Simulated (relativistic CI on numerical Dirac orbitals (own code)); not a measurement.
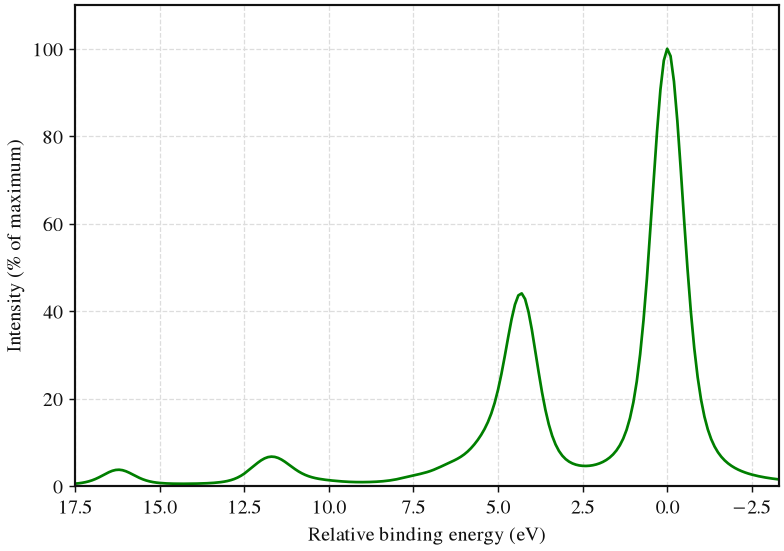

2p photoemission of nominal Sc³⁺ (d⁰) with U_dd = 4.4, U_pd = 5.3, 10Dq = 0.4 (ligand 0.4), V(eg) = 3.15, V(t2g) = −1.72 eV, final-state hopping scaled by 0.9. Charge-transfer multiplet model of a cubic metal–ligand cluster, up to 2 ligand holes (L), atomic integrals computed for Dirac–Coulomb–Breit ions and scaled by 0.7, 20 K, Voigt broadening (Lorentzian 0.6 eV, Gaussian 0.8 eV). Energies are counted from the highest peak in the lower part of the range.

**Estimate the charge-transfer energy Δ and the make-up of the ground state.**

Δ = 5.3 eV, close to U_dd. The ground state is 48 % d⁰, 43 % d¹L and 9 % d²L², with 0.61 d electrons and S = 0.00. The main maxima lie at 0.0 eV (100) and 4.3 eV (44), heights in % of the largest.
